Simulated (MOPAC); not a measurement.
# AlHF: geometry relaxation

The run: geometry relaxation of AlHF, multiplicity 2, SMILES [F][AlH]. Method and program: PM6-DH+, unrestricted, dispersion DH+ (MOPAC 23.2.5).

The atoms were displaced at random from an optimised geometry.

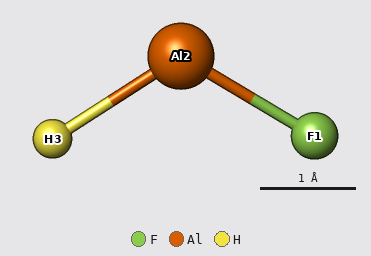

**Figure 1.** The input geometry (ball-and-stick view, seen at a tilt; atoms are numbered from 1 in the order of the input). Sticks mark near contacts. Bond lengths as drawn: Al–F 1.65 Å and Al–H 1.61 Å.

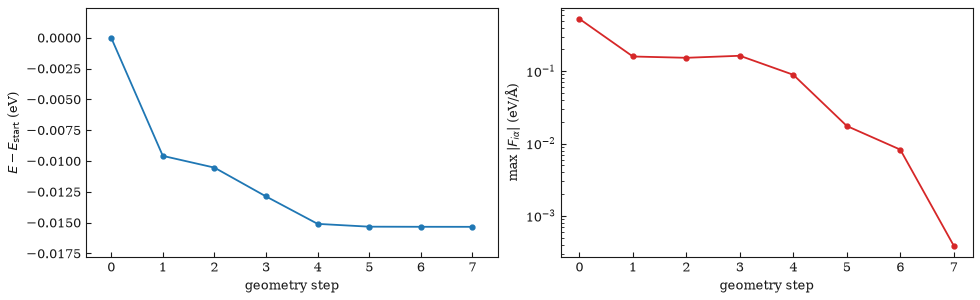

**Figure 2.** Progress of the relaxation, step by step (steps are counted from 0).

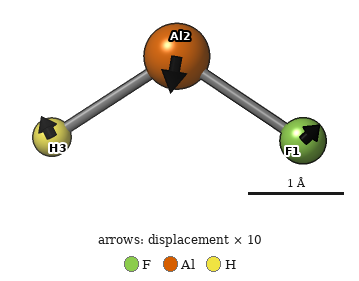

**Figure 3.** The starting structure with the displacements as black arrows, magnified 10 times (ball-and-stick view, seen at a tilt). The two geometries are laid on each other by the best rigid fit. The largest move after the best rigid fit is that of Al2, 0.040 Å. By element the largest moves are Al 0.040 Å, F 0.026 Å, H 0.026 Å. Among the contacts that change: Al2–H3 1.612 → 1.584 Å, F1–Al2 1.652 → 1.644 Å. Among the angles that change: F1–Al2–H3 115.5° → 119.7°. Over 7 geometry steps the energy falls by 0.015 eV. The largest force component goes from 0.53 to 0.00039 eV/Å. (Atoms are counted from 1 in the order of the input.)

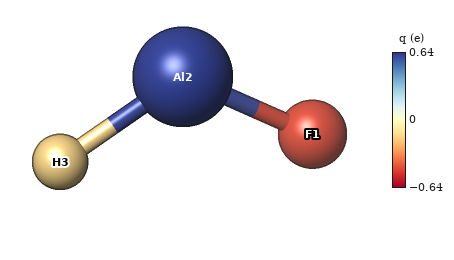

**Figure 4.** Mulliken charges, as the colour of each atom (ball-and-stick view, seen at a tilt; atoms are numbered from 1 in the order of the input). By element: F −0.47, Al +0.61 and H −0.14 e.

The input that produced these results follows, with the program's output.

### The input (run.mop)
```
MULLIK DOUBLET CYCLES=300 GNORM=0.05 CHARGE=0 DISP GRADIENTS PM6-DH+ THREADS=1 AUX(PRECISION=6)
AlFH charge 0

F      0.904615 +1     0.884429 +1     0.569151 +1
Al    -0.434363 +1     0.299419 +1    -0.201372 +1
H     -0.474850 +1    -1.299011 +1    -0.405993 +1
```

Command:
```bash
mopac run.mop
```

### Output
```
MOPAC v23.2.5
PM6-DH+ CALCULATION RESULTS

 *  PM6-DH+    - CORRECT DISPERSION AND HYDROGEN BOND TERMS USING PM6-DH+
 *  DOUBLET    - SPIN STATE DEFINED AS A DOUBLET
 *
 *
 *
 *                 CHARGE ON SYSTEM = 0
 *
 *
 *
 *  THREADS=1  - MULTI-THREADING NOT USED
 *  CYCLES=    - DO A MAXIMUM OF 300 STEPS
 *  GNORM      - EXIT WHEN GRADIENT NORM DROPS BELOW 0.050
 *  AUX        - OUTPUT AUXILIARY INFORMATION
 *  GRADIENTS  - ALL GRADIENTS TO BE PRINTED
 *  DISP       - PRINT DISPERSION AND HYDROGEN BOND ENERGIES
 *  MULLIK     - THE MULLIKEN ANALYSIS TO BE PERFORMED
MULLIK DOUBLET CYCLES=300 GNORM=0.05 CHARGE=0 DISP GRADIENTS PM6-DH+ THREADS=1 AUX(PRECISION=6)
 AlFH charge 0

   ATOM   CHEMICAL          X               Y               Z
  NUMBER   SYMBOL      (ANGSTROMS)     (ANGSTROMS)     (ANGSTROMS)

     1       F          0.90461500  *   0.88442900  *   0.56915100  *
     2      Al         -0.43436300  *   0.29941900  *  -0.20137200  *
     3       H         -0.47485000  *  -1.29901100  *  -0.40599300  *

          CARTESIAN COORDINATES

    NO.       ATOM           X           Y           Z

     1         F          0.9046      0.8844      0.5692
     2        Al         -0.4344      0.2994     -0.2014
     3         H         -0.4749     -1.2990     -0.4060

 "Third-Generation Hydrogen-Bonding Corrections for Semiempirical QM Methods and Force Fields"

           Empirical Formula: H F Al  =     3 atoms

      MOLECULAR POINT GROUP   :   Cs

 DOUBLET STATE CALCULATION

          UHF CALCULATION, NO. OF ALPHA ELECTRONS =    6
                           NO. OF BETA  ELECTRONS =    5

          Geometry optimization using EF

          *********************************************
          *                                           *
          *                 WARNING                   *
          *                                           *
          *********************************************

          Dispersion parameters missing for Aluminum

          *********************************************
          *                                           *
          *              END OF WARNING               *
          *                                           *
          *********************************************

          DIAGONAL MATRIX USED AS START HESSIAN

 CYCLE:     1 TIME:   0.008 TIME LEFT:  2.00D  GRAD.:    19.844 HEAT: -29.00726
 CYCLE:     2 TIME:   0.000 TIME LEFT:  2.00D  GRAD.:     5.864 HEAT: -29.22824
 CYCLE:     3 TIME:   0.000 TIME LEFT:  2.00D  GRAD.:     5.563 HEAT: -29.25020
 CYCLE:     4 TIME:   0.000 TIME LEFT:  2.00D  GRAD.:     5.519 HEAT: -29.30411
 CYCLE:     5 TIME:   0.008 TIME LEFT:  2.00D  GRAD.:     3.461 HEAT: -29.35544
 CYCLE:     6 TIME:   0.000 TIME LEFT:  2.00D  GRAD.:     0.775 HEAT: -29.36070
 CYCLE:     7 TIME:   0.000 TIME LEFT:  2.00D  GRAD.:     0.367 HEAT: -29.36089
 CYCLE:     8 TIME:   0.000 TIME LEFT:  2.00D  GRAD.:     0.017 HEAT: -29.36097

     GRADIENT =  0.01705 IS LESS THAN CUTOFF =  0.05000

 -------------------------------------------------------------------------------
 MULLIK DOUBLET CYCLES=300 GNORM=0.05 CHARGE=0 DISP GRADIENTS PM6-DH+ THREADS=1 AUX(PRECISION=6)
 AlFH charge 0

     GEOMETRY OPTIMISED USING EIGENVECTOR FOLLOWING (EF).
     SCF FIELD WAS ACHIEVED

                              PM6-DH+ CALCULATION

          FINAL HEAT OF FORMATION =        -29.36097 KCAL/MOL =    -122.84630 KJ/MOL

          TOTAL ENERGY            =     -12343.49920 KCAL/MOL = ELECTRONIC ENERGY + CORE-CORE REPULSION
          ENERGY OF ATOMS         =      12314.15000 KCAL/MOL
                              SUM =        -29.34920 KCAL/MOL
          DISPERSION ENERGY       =         -0.01177 KCAL/MOL
                              SUM =        -29.36097 KCAL/MOL = FINAL HEAT OF FORMATION

          TOTAL ENERGY            =       -535.26479 EV
          ELECTRONIC ENERGY       =       -728.76440 EV
          CORE-CORE REPULSION     =        193.49961 EV
          COSMO AREA              =         80.68 SQUARE ANGSTROMS
          COSMO VOLUME            =         66.12 CUBIC ANGSTROMS

          GRADIENT NORM           =          0.01705          =       0.00984 PER ATOM
          IONIZATION POTENTIAL    =          8.226266 EV
          ALPHA SOMO LUMO (EV)    =         -8.226  0.628
          BETA  SOMO LUMO (EV)    =        -12.827 -0.402
          NO. OF ALPHA ELECTRONS  =          6
          NO. OF BETA  ELECTRONS  =          5
          MOLECULAR WEIGHT        =         46.9878         POINT GROUP:  Cs

          MOLECULAR DIMENSIONS (Angstroms)

            Atom       Atom       Distance
            H     3    F     1     2.79179
           Al     2    F     1     0.81054
            F     1    H     3     0.00000

          SCF CALCULATIONS        =          9

          WALL-CLOCK TIME         =      0.031 SECONDS
          COMPUTATION TIME        =      0.013 SECONDS

       FINAL  POINT  AND  DERIVATIVES

   PARAMETER     ATOM    TYPE            VALUE        GRADIENT
      1          1  F    CARTESIAN X     0.900255     -0.008874  KCAL/ANGSTROM
      2          1  F    CARTESIAN Y     0.898233      0.001525  KCAL/ANGSTROM
      3          1  F    CARTESIAN Z     0.568444      0.001832  KCAL/ANGSTROM
      4          2 Al    CARTESIAN X    -0.419635      0.008933  KCAL/ANGSTROM
      5          2 Al    CARTESIAN Y     0.283866      0.006783  KCAL/ANGSTROM
      6          2 Al    CARTESIAN Z    -0.195419      0.001289  KCAL/ANGSTROM
      7          3  H    CARTESIAN X    -0.532124     -0.000059  KCAL/ANGSTROM
      8          3  H    CARTESIAN Y    -1.278475     -0.008308  KCAL/ANGSTROM
      9          3  H    CARTESIAN Z    -0.433726     -0.003121  KCAL/ANGSTROM

   ATOM   CHEMICAL          X               Y               Z
  NUMBER   SYMBOL      (ANGSTROMS)     (ANGSTROMS)     (ANGSTROMS)

     1       F          0.90025503  *   0.89823339  *   0.56844400  *
     2      Al         -0.41963488  *   0.28386640  *  -0.19541873  *
     3       H         -0.53212372  *  -1.27847530  *  -0.43372555  *

                             CARTESIAN COORDINATES

   1    F        0.900255029     0.898233392     0.568443999
   2   Al       -0.419634883     0.283866396    -0.195418735
   3    H       -0.532123718    -1.278475301    -0.433725554

           Empirical Formula: H F Al  =     3 atoms

      MOLECULAR POINT GROUP   :   Cs

          ALPHA EIGENVALUES
 -38.91372 -15.44470 -14.66786 -14.46384 -13.21597  -8.22627   0.62846   3.48313
   4.64478 103.33940 103.34997 105.07518 105.17242 105.75625

           BETA EIGENVALUES
 -38.79755 -15.37467 -14.64570 -14.57283 -12.82699  -0.40248   0.94218   3.70446
   5.41154 106.17443 106.29323 107.18719 108.39914 108.52971

              NET ATOMIC CHARGES AND DIPOLE CONTRIBUTIONS

  ATOM NO.   TYPE          CHARGE      No. of ELECS.   s-Pop       p-Pop       d-Pop
    1          F          -0.391529        7.3915     1.96636     5.42517
    2         Al           0.448243        2.5518     1.27555     1.25021     0.02600
    3          H          -0.056714        1.0567     1.05671
 DIPOLE           X         Y         Z       TOTAL
 POINT-CHG.    -2.452    -0.730    -1.372     2.902
 HYBRID         0.662     0.066     0.355     0.754
 SUM           -1.790    -0.664    -1.016     2.163

          ATOMIC ORBITAL ELECTRON POPULATIONS

     Atom    s        px        py        pz      x^2-y^2     xz        z^2       yz        xy
    1  F   1.96636   1.66945   1.90746   1.84826
    2 Al   1.27555   0.42464   0.66436   0.16121   0.00889   0.00553   0.00367   0.00243   0.00547
    3  H   1.05671

                    (SZ)    =    0.500000
                    (S**2)  =    0.758615

          ATOMIC ORBITAL SPIN POPULATIONS

    Atom   Total    s     px     py     pz   x^2-y^2  xz     z^2    yz     xy
         Atomic
    1  F  0.0561  0.000  0.043  0.002  0.011
    2 Al  0.7537  0.305  0.193  0.228  0.028 -0.001 -0.000  0.000  0.000  0.001
    3  H  0.1901  0.190

           MULLIKEN POPULATION ANALYSIS

        MULLIKEN POPULATIONS AND CHARGES

      NO.  ATOM   POPULATION      CHARGE
        1    F     7.467030     -0.467030
        2   Al     2.392121      0.607879
        3    H     1.140848     -0.140848

 *                    *
 * JOB ENDED NORMALLY *
 *                    *

 TOTAL JOB TIME:             0.03 SECONDS

 == MOPAC DONE ==
```

### Trajectory as extended XYZ (Å, eV, eV/Å), 8 frames, from step=0 to step=7
```
3
Properties=species:S:1:pos:R:3:forces:R:3 step=0 energy=-1.25787
F     0.9046    0.8844    0.5692   -0.2407   0.0281  -0.1235
Al   -0.4344    0.2994   -0.2014    0.3399  -0.5272   0.1183
H    -0.4748   -1.2990   -0.4060   -0.0992   0.4991   0.0052
3
Properties=species:S:1:pos:R:3:forces:R:3 step=1 energy=-1.26746
F     0.8990    0.8836    0.5661    0.0838   0.1592   0.0620
Al   -0.4286    0.2949   -0.1989    0.0215  -0.0905   0.0011
H    -0.4802   -1.2721   -0.4057   -0.1053  -0.0687  -0.0631
3
Properties=species:S:1:pos:R:3:forces:R:3 step=2 energy=-1.26841
F     0.9011    0.8857    0.5674   -0.0566   0.0850  -0.0202
Al   -0.4295    0.2933   -0.1995    0.1527  -0.0146   0.0787
H    -0.4845   -1.2730   -0.4081   -0.0961  -0.0704  -0.0585
3
Properties=species:S:1:pos:R:3:forces:R:3 step=3 energy=-1.27075
F     0.9018    0.8900    0.5683   -0.0993   0.0327  -0.0487
Al   -0.4273    0.2908   -0.1986    0.1629  -0.0710   0.0776
H    -0.4994   -1.2789   -0.4166   -0.0636   0.0383  -0.0289
3
Properties=species:S:1:pos:R:3:forces:R:3 step=4 energy=-1.27297
F     0.9015    0.8975    0.5690   -0.0829  -0.0259  -0.0468
Al   -0.4216    0.2849   -0.1963    0.0890  -0.0226   0.0443
H    -0.5276   -1.2808   -0.4316   -0.0061   0.0485   0.0025
3
Properties=species:S:1:pos:R:3:forces:R:3 step=5 energy=-1.27320
F     0.9005    0.8983    0.5686   -0.0175  -0.0078  -0.0103
Al   -0.4199    0.2839   -0.1955    0.0166  -0.0080   0.0080
H    -0.5321   -1.2793   -0.4338    0.0008   0.0157   0.0023
3
Properties=species:S:1:pos:R:3:forces:R:3 step=6 energy=-1.27321
F     0.9001    0.8982    0.5684    0.0082   0.0034   0.0044
Al   -0.4195    0.2838   -0.1954   -0.0079   0.0044  -0.0035
H    -0.5322   -1.2781   -0.4337   -0.0003  -0.0077  -0.0010
3
Properties=species:S:1:pos:R:3:forces:R:3 step=7 energy=-1.27321
F     0.9003    0.8982    0.5684    0.0004  -0.0001  -0.0001
Al   -0.4196    0.2839   -0.1954   -0.0004  -0.0003  -0.0001
H    -0.5321   -1.2785   -0.4337    0.0000   0.0004   0.0001
```

### Results in brief

- outcome: converged
- total energy: −19.670618 hartree
- dispersion energy: −0.000019 hartree
- heat of formation: −29.36 kcal/mol
- basis functions: 14
- largest force: 0.000 eV/Å
- ⟨S²⟩: 0.759
- dipole moment: 2.16 D
- hardware: 1 thread of AMD EPYC (Zen 5), 128 GiB of memory available, shared host
- peak memory: 0.079 GiB

MOPAC's energies along a path are heats of formation.
